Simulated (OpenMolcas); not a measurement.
# W³⁺ among point charges: CASSCF levels and susceptibility

Aim: the splitting of the states of W³⁺ in the field of 6 point charges, its lowest levels with spin-orbit coupling and its magnetic susceptibility.

The numbers are computed with OpenMolcas 26.06 (state-averaged CASSCF, spin-orbit coupling by RASSI with atomic mean-field integrals), except any that are marked as measured or tabulated.

1 further run of the same task is left out (it didn't finish).

## Step 1: The atom as given

```
Species                           : W³⁺ (tungsten, Z = 74, 71 electrons)
Basis                             : ANO-RCC-VTZP [8s7p5d3f2g1h], 104 functions
Scalar Hamiltonian                : DKH2, point nucleus
Inactive shells                   : 1s 2s 2p 3s 3p 3d 4s 4p 4d 4f 5s 5p
Active space                      : 3 electrons in 5 orbitals (5d)
Some configurations of this space : 5d³
Orbitals                          : optimised for each spin and parity, averaged over all roots
```

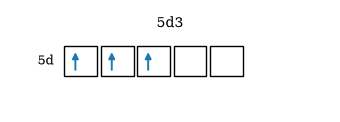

Occupation of the outer shells (arrows by Hund's rule).

The ion sits among 6 point charges of -1.7 e arranged as a trigonal prism (D3h), 1.72 Å from the ion, with a polar angle of 57.4° against the regular 49.1°. The active orbitals were held to one l.

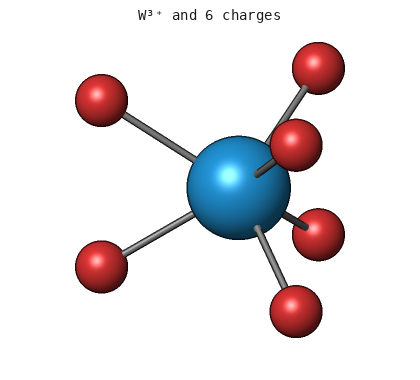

The ion and the point charges (red).

Each step is its own input file, run in one work folder so that later steps find the files of earlier ones. Labels, J, g values, rates, χT and fits are worked out afterwards by a script from the matrices that RASSI stores.

## Step 2: One- and two-electron integrals

File a.inp:

```
&GATEWAY
Coord
1

W 0.0 0.0 0.0
Basis=ANO-RCC-VTZP
Group=NoSym
NoMove
AngMom=0.0 0.0 0.0
AMFI
XField
6 Angstrom 0
1.449778 0.000000 0.925497 -1.700000
-0.724889 1.255544 0.925497 -1.700000
-0.724889 -1.255544 0.925497 -1.700000
1.449778 0.000000 -0.925497 -1.700000
-0.724889 1.255544 -0.925497 -1.700000
-0.724889 -1.255544 -0.925497 -1.700000
&SEWARD
```

Started as:

```sh
$ OMP_NUM_THREADS=1 MOLCAS_MEM=1689 MOLCAS_PROJECT=a pymolcas a.inp > a.log
```

Standard output:

```text
Basis set label: W.ANO-RCC...8S7P5D3F2G1H.

      Electronic valence basis set:
      ------------------
      Associated Effective Charge  74.000000 au
      Associated Actual Charge     74.000000 au
      Nuclear Model: Point charge

      Shell  nPrim  nBasis  Cartesian Spherical Contaminant
         s      24       8        X
         p      21       7        X
         d      15       5                 X
         f      11       3                 X
         g       4       2                 X
         h       2       1                 X
                  Relativistic Douglas-Kroll-Hess integrals:
                    - DKH order of Hamiltonian: 2
                    - DKH order of Properties : 0
                  Atomic mean-field integrals
```

## Step 3: Reference wave functions, quartets, 10 roots

File a.inp:

```
&RASSCF
FileOrb=start.orb
Symmetry=1
Spin=4
nActEl=3 0 0
Inactive=34
Ras2=5
CIRoot=10 10 1
SDav=10
CIMx=300
Iter=120 100
PrWF=0.3
OrbListing=Nothing
MaxOrb=0
SupSym
1
25 10 11 12 13 14 19 20 21 22 23 35 36 37 38 39 52 53 54 55 56 57 58 59
60 61
>>> COPY $Project.JobIph JOB001
```

start.orb holds the contracted functions of the basis, ordered by shell, or the orbitals of the step before.

Standard output, cut to the lines that bear on the results:

```text
[...]
      Number of active orbitals                  5
[...]
      Spin quantum number                      1.5
[...]
      Active orbitals                            5
[...]
      Number of CSFs                            10
      Number of root(s) required                10
[...]
      Convergence after 11 iterations
[...]
      Natural orbitals and occupation numbers for root  1
      sym 1:   0.867240   0.132760   1.000000   0.132760   0.867240
      Natural orbitals and occupation numbers for root  2
      sym 1:   0.499998   0.499998   1.000000   0.500002   0.500002
      Natural orbitals and occupation numbers for root  3
      sym 1:   0.500002   0.499998   1.000000   0.499998   0.500002
::    RASSCF root number  1 Total energy: -16135.25100422
::    RASSCF root number  2 Total energy: -16135.24741204
::    RASSCF root number  3 Total energy: -16135.24741204
[...]
::    RASSCF root number  7 Total energy: -16135.10642509
::    RASSCF root number  8 Total energy: -16135.10642501
::    RASSCF root number  9 Total energy: -16135.10039578
::    RASSCF root number 10 Total energy: -16135.10039574
```

## Step 4: Reference wave functions, doublets, 40 roots

File a.inp:

```
&RASSCF
FileOrb=start.orb
Symmetry=1
Spin=2
nActEl=3 0 0
Inactive=34
Ras2=5
CIRoot=40 40 1
SDav=40
CIMx=300
Iter=120 100
PrWF=0.3
OrbListing=Nothing
MaxOrb=0
SupSym
1
25 10 11 12 13 14 19 20 21 22 23 35 36 37 38 39 52 53 54 55 56 57 58 59
60 61
>>> COPY $Project.JobIph JOB002
```

Started as:

```sh
$ OMP_NUM_THREADS=1 MOLCAS_MEM=1689 MOLCAS_PROJECT=a pymolcas a.inp > a.log
```

Standard output, cut to the lines that bear on the results:

```text
[...]
      Number of active orbitals                  5
[...]
      Spin quantum number                      0.5
[...]
      Active orbitals                            5
[...]
      Number of CSFs                            40
      Number of root(s) required                40
[...]
      Convergence after 10 iterations
[...]
      Natural orbitals and occupation numbers for root  1
      sym 1:   0.006409   0.002790   1.989163   0.998849   0.002790
      Natural orbitals and occupation numbers for root  2
      sym 1:   0.998849   0.002790   1.989163   0.006409   0.002790
      Natural orbitals and occupation numbers for root  3
      sym 1:   0.035237   0.029226   1.948981   0.014846   0.971709
::    RASSCF root number  1 Total energy: -16135.30307843
::    RASSCF root number  2 Total energy: -16135.30307837
::    RASSCF root number  3 Total energy: -16135.27143281
[...]
::    RASSCF root number 27 Total energy: -16135.05487313
::    RASSCF root number 28 Total energy: -16135.05487313
::    RASSCF root number 29 Total energy: -16135.05271730
::    RASSCF root number 30 Total energy: -16135.05271730
```

## Step 5: RASSI: spin-orbit coupling between the states

File a.inp:

```
&RASSI
NrOfJobIphs=2 10 40
1 2 3 4 5 6 7 8 9 10
1 2 3 4 5 6 7 8 9 10 11 12 13 14 15 16 17 18 19 20 21 22 23 24 25 26 27
28 29 30 31 32 33 34 35 36 37 38 39 40
IphNames
JOB001
JOB002
EJob
SpinOrbit
DIPRint=1.0
SOCoupling=1000.0
Subsets=2
Property=9
'ANGMOM' 1 'ANGMOM' 2 'ANGMOM' 3 'MLTPL  1' 1 'MLTPL  1' 2 'MLTPL  1' 3
'AMFI' 1 'AMFI' 2 'AMFI' 3
SOProperty=3
'ANGMOM' 1 'ANGMOM' 2 'ANGMOM' 3
```

Standard output, cut to the lines that bear on the results:

```text
SPIN-FREE ENERGIES:
  (Shifted by EMIN (a.u.) =     -16135.3030784304)
 SF State       Relative EMIN(au)   Rel lowest level(eV)    D:o, cm**(-1)      L_eff
    11             0.0000000000        0.0000000000              0.0000         3.6
    12             0.0000000609        0.0000016576              0.0134         3.6
    13             0.0316456175        0.8611211215           6945.4102         3.2
    14             0.0316456627        0.8611223515           6945.4202         3.2
     1             0.0520742147        1.4170115697          11428.9691         2.8
     2             0.0556663870        1.5147595566          12217.3598         2.9
     3             0.0556663870        1.5147595566          12217.3598         2.9
     4             0.0710132743        1.9323696350          15585.6122         2.4
     5             0.0710133048        1.9323704665          15585.6189         2.4
    15             0.0982244801        2.6728242659          21557.7816         4.0
[...]
Eigenvalues of complex Hamiltonian:
   -----------------------------------
  (Shifted by EMIN (a.u.) =     -16135.3030784304)
 SO State       Relative EMIN(au)   Rel lowest level(eV)    D:o, cm**(-1)     J-value
     1            -0.0185875842        0.0000000000              0.0000         2.8
     2            -0.0185875842        0.0000000000              0.0000         2.8
     3             0.0074482146        0.7084701787           5714.1974         3.1
     4             0.0074482146        0.7084701787           5714.1974         3.1
     5             0.0229968381        1.1315697762           9126.7257         3.1
     6             0.0229968381        1.1315697762           9126.7257         3.1
     7             0.0348569449        1.4542997244          11729.7183         2.7
     8             0.0348569449        1.4542997244          11729.7183         2.7
     9             0.0367405413        1.5055549938          12143.1200         2.1
    10             0.0367405413        1.5055549938          12143.1200         2.1
    11             0.0388897662        1.5640383829          12614.8203         2.4
[...]
```

Time for these steps: 22 s (1 thread, shared host).

Spin-free states, with their symmetry labels:

```tsv
state	degeneracy	E (cm-1)	free-ion L (%)
2E	2	0	G (43)
2E	2	6945	H (28)
4A2	1	11429	F (98)
quartet	2	12217	F (100)
4E	2	15586	F (74)
doublet	2	21558	G (75)
2E	2	21619	H (57)
2A2	1	22302	P (48)
2A1	1	22548	G (53)
4A2	1	23015	P (98)
2E	2	23921	G (55)
2E	2	26931	D (72)
doublet	2	27953	H (65)
2A2	1	30753	F (66)
2E	2	33233	F (37)
4E	2	43160	F (100)
2A1	1	43786	D (73)
4E	2	44484	P (74)
2E	2	50374	H (100)
2E	2	52483	G (48)
2E	2	53537	P (39)
2E	2	54475	G (57)
doublet	2	54948	F (66)
2E	2	55133	H (40)
```

With spin-orbit coupling:

```
E (cm-1)  Degeneracy  Label  2S+1                g
     0.0           2   E3/2     2   0.00 0.00 2.06
    5714           2   E1/2     2   0.00 0.00 6.00
    9127           2   E1/2     2   0.17 0.86 0.86
   11730           2   E3/2     2   0.00 0.00 3.06
   12143           2   E1/2     4   1.65 1.65 1.87
   12615           2   E3/2     4   0.00 0.00 1.28
   14448           2   E1/2     4   0.00 0.00 4.06
   14833           2   E3/2     4   0.00 0.00 5.39
   16995           2   E1/2     4   0.00 0.00 7.96
   17916           2   E1/2     4   1.58 3.01 3.01
   18999           2   E3/2     4  0.00 0.00 11.68
   19286           2   E3/2     4   0.00 0.00 4.30
   19631           2   E1/2     4   2.33 4.28 4.28
   21030           2   E1/2     4   0.00 0.00 7.93
   22980           2   E1/2     2   0.00 0.00 4.05
   23708           2   E1/2     2   0.62 0.62 1.72
   24084           2   E1/2     2   0.00 0.00 6.61
   25745           2   E1/2     2   0.05 0.05 0.68
   26483           2   E3/2     4   0.00 0.00 5.30
   26640           2   E3/2     2  0.00 0.00 10.30
   27251           2   E1/2     4   1.60 2.73 2.73
   29612           2   E1/2     2   1.65 1.65 1.88
   29823           2   E1/2     2   0.00 0.00 7.49
   30204           2   E3/2     2   0.00 0.00 4.46
```

The table of states holds 24 of 29 computed; the rest, higher up, is left out. Labels of spin-orbit levels are those of the rotation subgroup (D3 for D3h). Principal g values are given for doublets only; a zero marks a field direction without first-order Zeeman splitting.

Powder χT (cm³ K/mol): 0.13 at 2 K, 0.13 at 5 K, 0.13 at 10 K, 0.14 at 20 K, 0.14 at 50 K, 0.15 at 100 K, 0.15 at 150 K, 0.16 at 200 K, 0.17 at 250 K, 0.17 at 300 K.

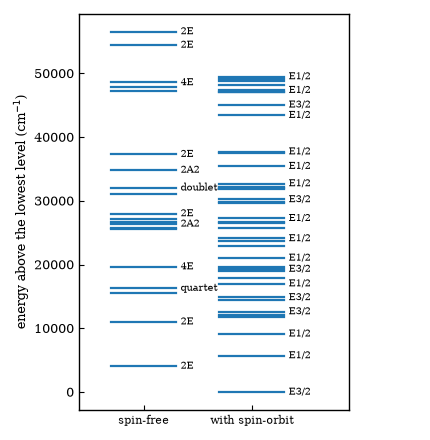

The states in the field without (left) and with (right) spin-orbit coupling.

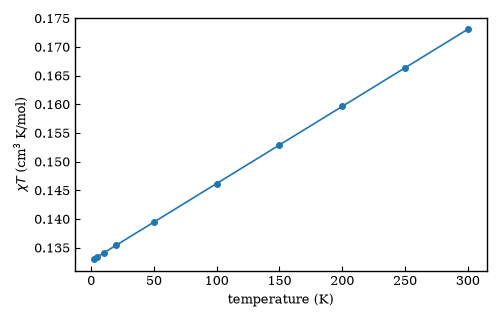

χT against temperature.

Orbitals of the lowest block (energies include the constant potential of the surroundings):

```tsv
shell	space	energy (hartree)	mean occupation	⟨r²⟩ (bohr²)
1s	inactive	-2561.7502	2.000	0.000431
2s	inactive	-446.0960	2.000	0.00704
2p	inactive	-391.4354	6.000	0.00582
3s	inactive	-103.5964	2.000	0.0460
3p	inactive	-87.0074	6.000	0.0466
3d	inactive	-67.1336	10.000	0.0390
4s	inactive	-21.0797	2.000	0.229
4p	inactive	-15.5090	6.000	0.259
4d	inactive	-8.1582	10.000	0.304
4f	inactive	0.0236	14.000	0.443
5s	inactive	-1.5537	2.000	1.30
5p	inactive	-0.0293	6.000	1.71
5d	RAS2		3.000	6.34
```

## Step 6: Summary of results

```
                                            quantity                              value
                                              method                             CASSCF
                              spin-free ground state     2E, 2-fold in its orbital part
first state of the same spin within the active space                    2E at 6950 cm⁻¹
                                        lowest level  2-fold E3/2, g = 0.00, 0.00, 2.06
                                          next level                        5714.2 cm⁻¹
                                         χT at 300 K                     0.17 cm³ K/mol
                           effective moment at 300 K                            1.18 μB
```

What this shows: The spin-free ground state (2E) comes to 43 % from free-ion G terms and has less than the highest spin computed. χT at 300 K is 0.17, against 0.38 cm³ K/mol for the spin alone, so orbital moment lowers it. The field of point charges can differ much from that of real complexes. This is an electrostatic model: the charges have no orbitals.
